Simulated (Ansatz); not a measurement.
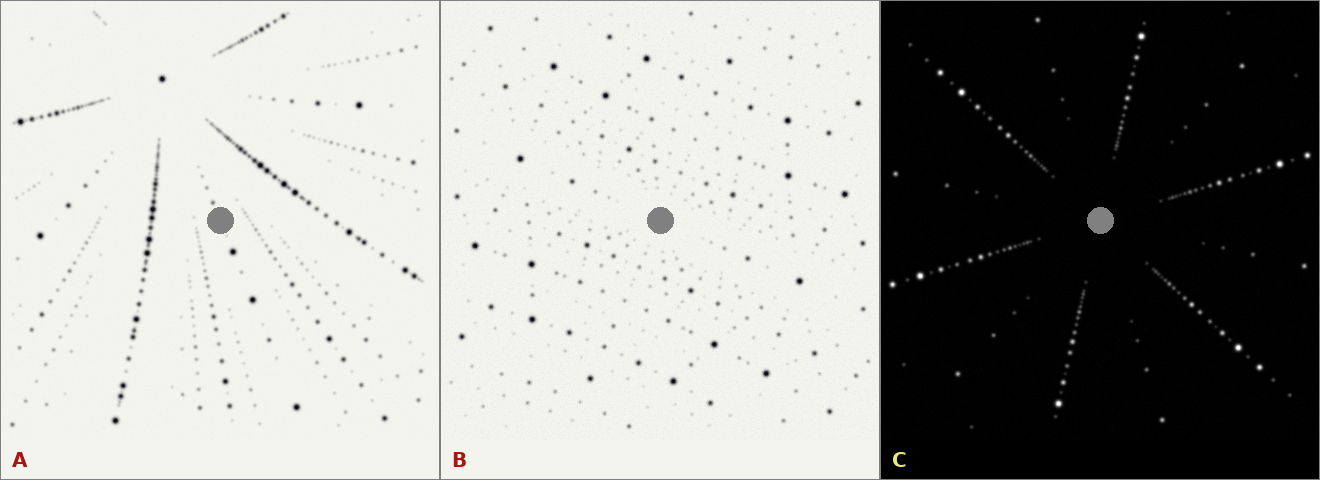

Simulated back-reflection Laue patterns (white X-rays, 0.45 to 2.2 Å, flat plate covering ±45° about the beam, kinematic intensities, seen from the source). Crystal: Lu, space group P6_3/mmc (No. 194), a = 3.47 Å, c = 11.10 Å (hexagonal axes). Structure: coordinates from a relaxation at fixed volume with DFT r2SCAN, scalar-relativistic, plane waves, PAW in Ansatz 0.2.0; the starting structure was generated, so it need not be a known form of this composition.

| atom | site | symmetry | x | y | z |
| --- | --- | --- | --- | --- | --- |
| Lu | 2a | -3m. | 0.0000 | 0.0000 | 0.0000 |
| Lu | 2c | -6m2 | 0.3333 | 0.6667 | 0.2500 |

Question: The directions [001], [100], [101] point towards the source, in some order. Which is which?

Answer: A: [101], symmetry m (one mirror line). B: [100], symmetry 2mm (a twofold axis with two mirror lines). C: [001], symmetry 6mm (a sixfold axis with mirror lines). The Laue class is 6/mmm.
